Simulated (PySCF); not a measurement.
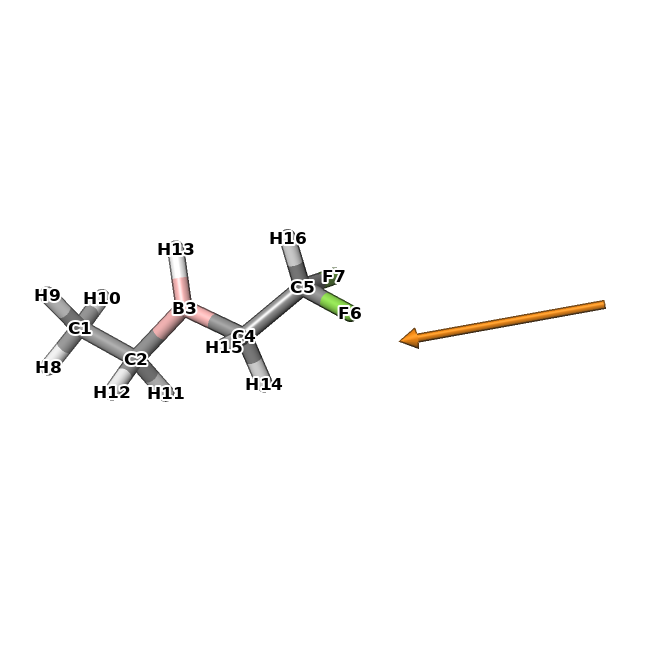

The arrow beside the molecule shows the direction of the dipole moment, from the negative to the positive end (its length means nothing). Computed geometry: GFN2-xTB optimisation. No frequency run is at hand to confirm it as a minimum. Method: PBE0/pcSseg-1, gas phase (PySCF 2.14.0).

Estimate the dipole moment.

Answer. 2.48 D; it points from the side of F6, F7 to the side of H8, H9 (the outermost atoms at the two ends).

The geometry is semi-empirical. Around B such bond lengths and angles can be off by a tenth of an ångström or more and by several degrees, and values that hang on the shape move with them.
